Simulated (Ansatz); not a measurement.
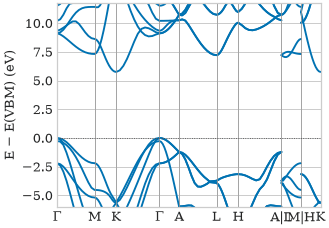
Band structure from the program Ansatz at the r²SCAN level (PAW)

Problem. Read off the gap and where the band edges lie.

Solution. About 5.8 eV (5.75 eV by a search for the band edges); maximum at Γ, minimum at K.

The material is BN (wurtzite, P6_3mc).

The r²SCAN relaxation kept the symmetry of its start.

Potentials: the later of the program's two PAW sets.
